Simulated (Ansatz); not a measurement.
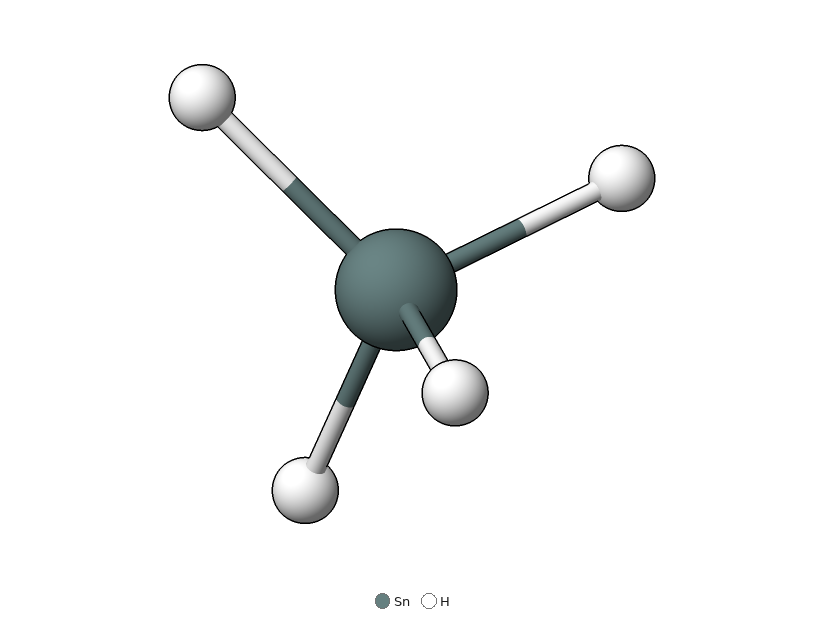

Harmonic vibrations computed with RKS PBE0-D4/def2-TZVP, core potentials on Sn (Ansatz 0.2.0) at a stationary point of the same level.

**How many imaginary frequencies does it have?**

A minimum: no imaginary frequency, and the lowest mode lies at 686 cm⁻¹.

**How many vibrational modes are there, and where do they lie?**

9 modes: 686, 686, 686, 756, 756, 1960, 1961, 1961, 1961 cm⁻¹.
